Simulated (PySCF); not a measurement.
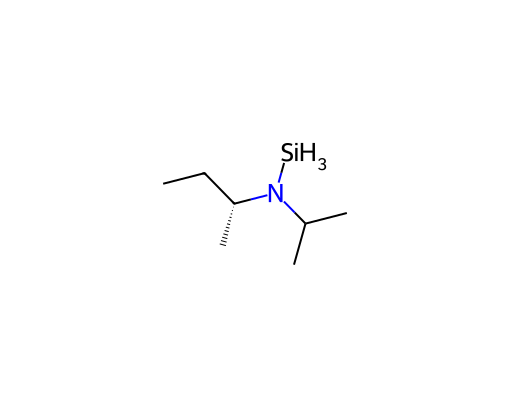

2D structure.

Give its SMILES.

CC[C@@H](C)N([SiH3])C(C)C

Give the formula, hydrogens included.

C7H19NSi.

An optimisation with PBE0-D3(BJ)/def2-SVP gave a structure of which point group?

C1.

More results for the same structure follow; atom numbers are the same in all pictures, views and colours differ. The geometry was computed by an optimisation with PBE0-D3(BJ)/def2-SVP. No frequency run is at hand to confirm it as a minimum.

## Shape

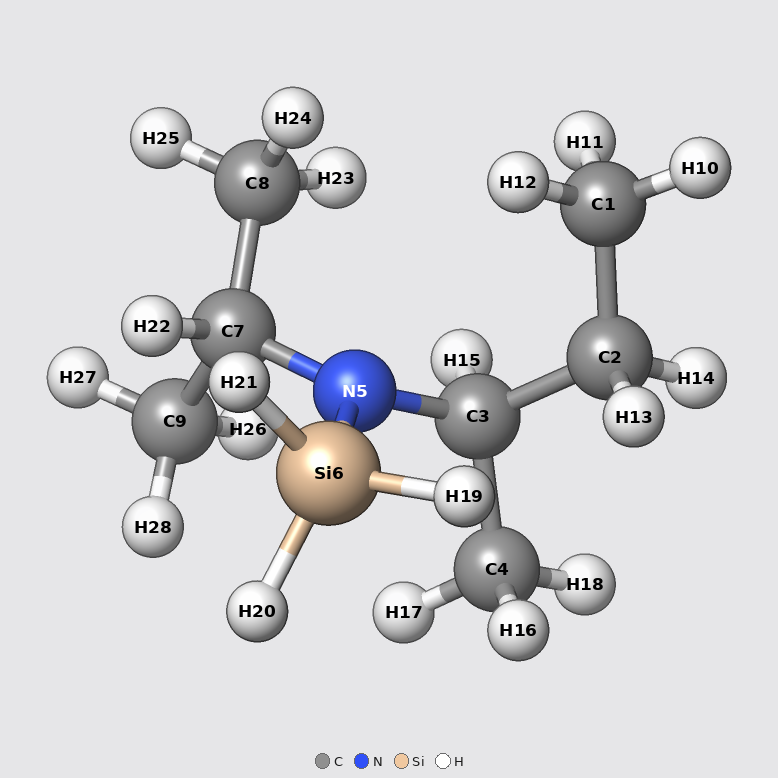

The atoms are numbered. No frequency run is at hand to confirm it as a minimum.

Give these bond angles: C1–C2–H13, C1–C2–H14, C2–C1–H10, C2–C1–H11, C2–C1–H12, C2–C3–N5, C4–C3–H15, N5–Si6–H21, N5–C7–C9, C7–C8–H23, C7–C8–H25, C8–C7–H22.

```csv
angle,degrees
C1–C2–H13,109.8
C1–C2–H14,110.0
C2–C1–H10,111.3
C2–C1–H11,111.4
C2–C1–H12,110.8
C2–C3–N5,112.6
C4–C3–H15,107.5
N5–Si6–H21,108.2
N5–C7–C9,113.4
C7–C8–H23,111.7
C7–C8–H25,110.5
C8–C7–H22,106.3
```

## Charges

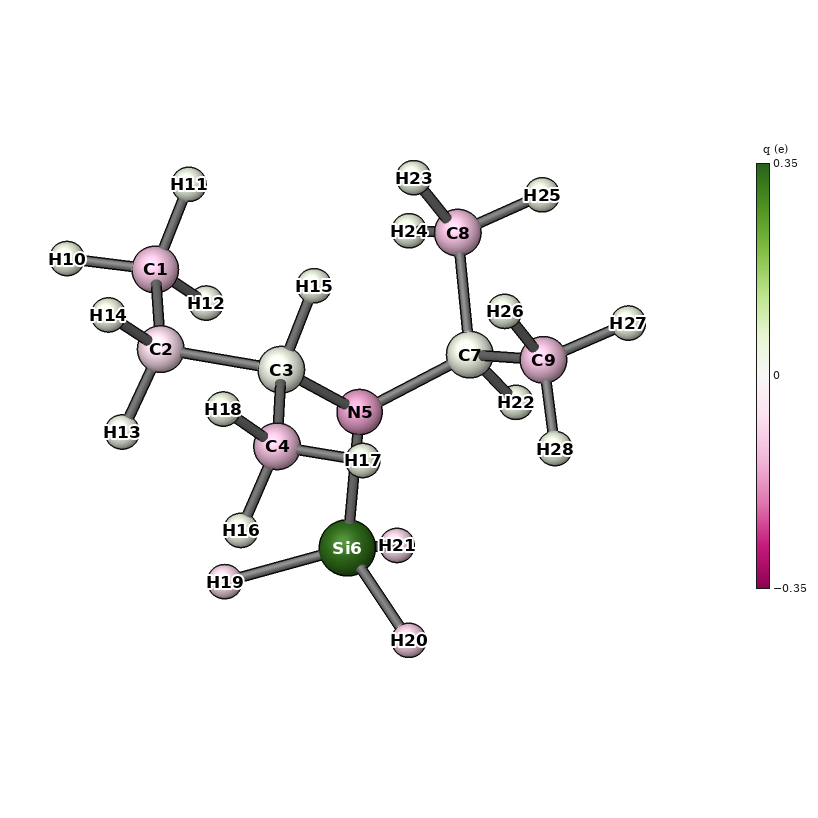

Atoms are coloured by their Hirshfeld charges. No frequency run is at hand to confirm it as a minimum. Method: PBE0/pcSseg-1, gas phase (PySCF 2.14.0).

Which atom carries the highest charge (most positive or least negative)?

Si6 (0.33 e).

And the lowest?

N5 (−0.16 e).

List the Hirshfeld charges.

| atom | value (e) |
| --- | --- |
| C1 | −0.12 |
| C2 | −0.07 |
| C3 | 0.03 |
| C4 | −0.12 |
| N5 | −0.16 |
| Si6 | 0.33 |
| C7 | 0.03 |
| C8 | −0.12 |
| C9 | −0.12 |
| H10 | 0.04 |
| H11 | 0.03 |
| H12 | 0.03 |
| H13 | 0.03 |
| H14 | 0.04 |
| H15 | 0.03 |
| H16 | 0.04 |
| H17 | 0.04 |
| H18 | 0.04 |
| H19 | −0.08 |
| H20 | −0.09 |
| H21 | −0.08 |
| H22 | 0.04 |
| H23 | 0.04 |
| H24 | 0.04 |
| H25 | 0.04 |
| H26 | 0.04 |
| H27 | 0.04 |
| H28 | 0.04 |

## Bond orders

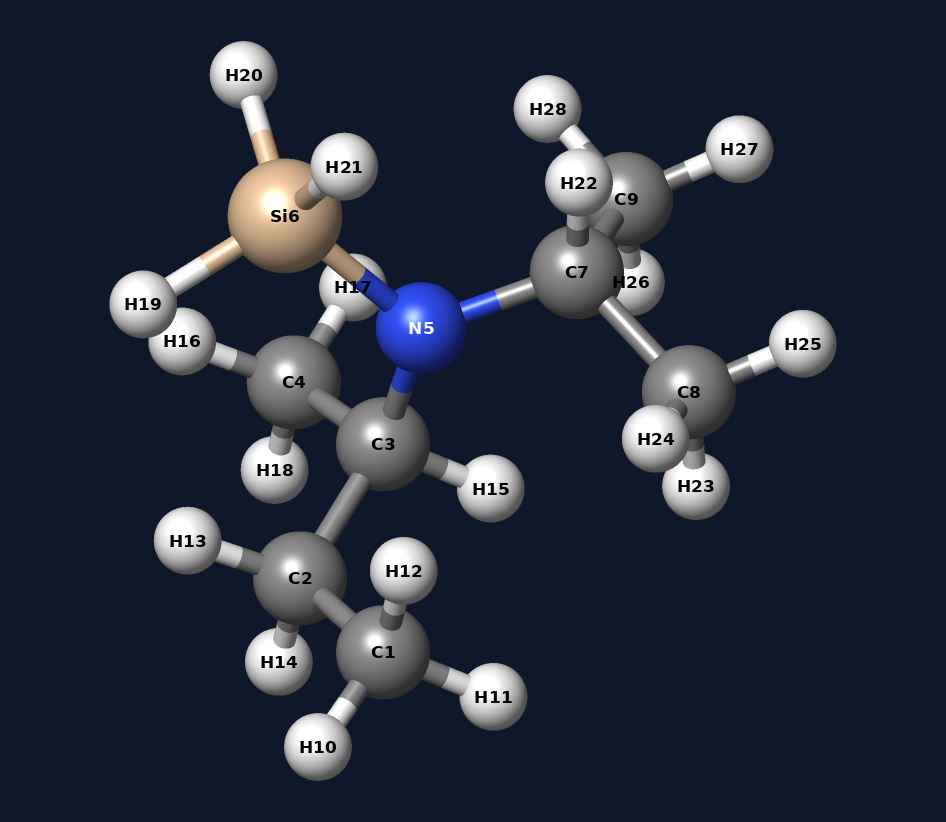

Every bond is drawn as one stick. No frequency run is at hand to confirm it as a minimum. Method: PBE0/pcSseg-1 (PySCF 2.14.0).

List the Mayer bond orders of C1–C2, C2–C3, C3–C4, C3–N5, N5–Si6, N5–C7, C7–C8, C7–C9 (bonds between heavy atoms, one of each equivalent set).

```json
{"bond": "C1–C2", "Mayer order": "1.07", "length (Å)": "1.517"}
{"bond": "C2–C3", "Mayer order": "1.02", "length (Å)": "1.534"}
{"bond": "C3–C4", "Mayer order": "1.05", "length (Å)": "1.528"}
{"bond": "C3–N5", "Mayer order": "0.87", "length (Å)": "1.462"}
{"bond": "N5–Si6", "Mayer order": "0.95", "length (Å)": "1.739"}
{"bond": "N5–C7", "Mayer order": "0.95", "length (Å)": "1.464"}
{"bond": "C7–C8", "Mayer order": "1.04", "length (Å)": "1.526"}
{"bond": "C7–C9", "Mayer order": "1.03", "length (Å)": "1.529"}
```

## NMR shielding

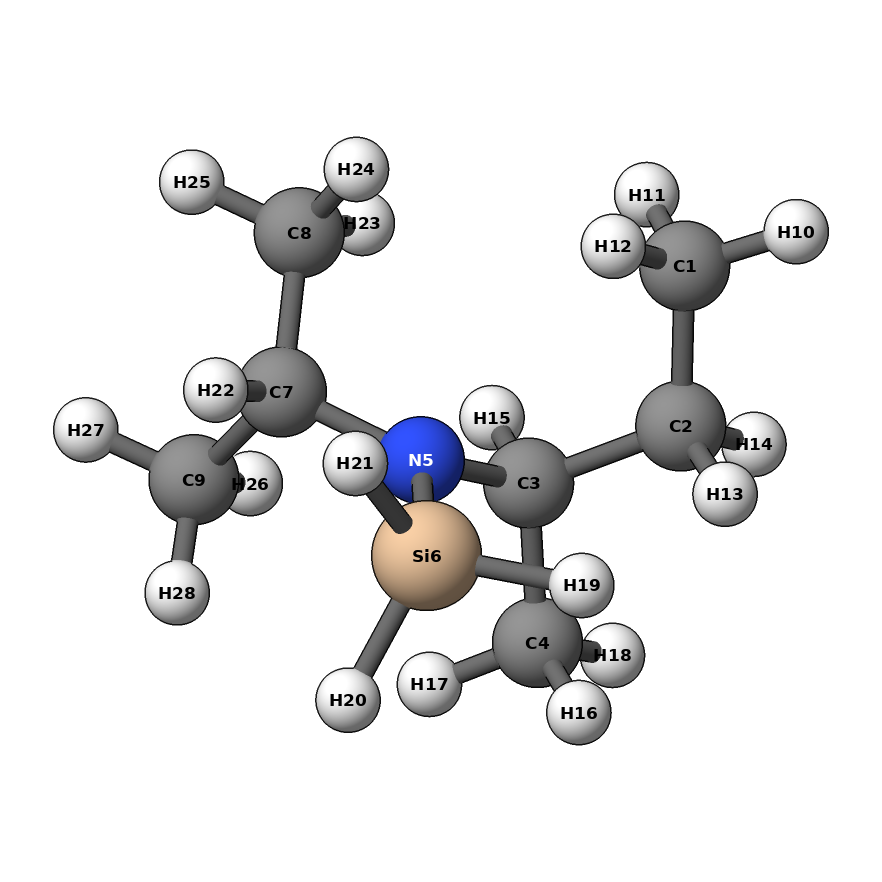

No frequency run is at hand to confirm it as a minimum. Method: GIAO PBE0/pcSseg-1 NMR shielding, non-relativistic, gas phase (PySCF 2.14.0). Principal shieldings σ11 ≤ σ22 ≤ σ33, span Ω = σ33 − σ11, skew κ = 3(σiso − σ22)/Ω.

Give the shielding tensors of the Si atoms.

```tsv
atom	σ11	σ22	σ33	σiso	Ω	κ
Si6	362.3	398.3	485.2	415.3	123.0	0.41
```

Shieldings and span in ppm.
